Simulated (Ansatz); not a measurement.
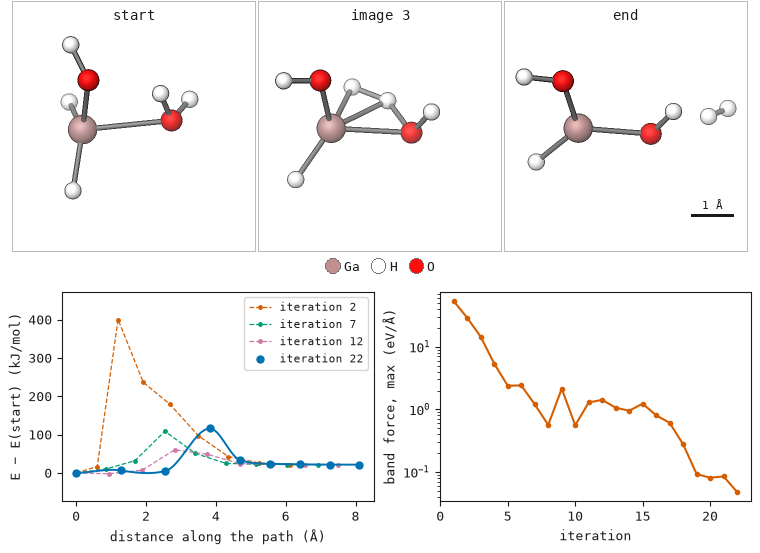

A nudged-elastic-band calculation for GaH5O2. Images are numbered from 0 (start) to 8 (end). The plot follows the band through its iterations. The picture is a ball-and-stick view, seen from a free direction.

Computed with Ansatz 0.2.0, RKS B3LYP/def2-SVP. Set-up: 7 movable images; climbing image; force threshold 0.05 eV/Å; iteration limit 60; starting path through a guess of the saddle point.

Did the band converge, and can the barrier be trusted?

The run is converged, with reservations. The band converged in 22 iterations. The largest component of the band force went from 53 to 0.048 eV/Å. The climbing image converged on the top of the path. Its vibrational analysis gives one imaginary mode (1252i cm⁻¹), as a transition state must have. The first iteration put the highest image at 767.6 kJ/mol. Forward barrier 116.1 kJ/mol, backward barrier 94.4 kJ/mol, with image 3 at the top; the reaction energy is +21.8 kJ/mol.

Cost: 6.8 min on 2 threads of Arm Neoverse N1, on a shared host, peak memory 0.18 GiB.
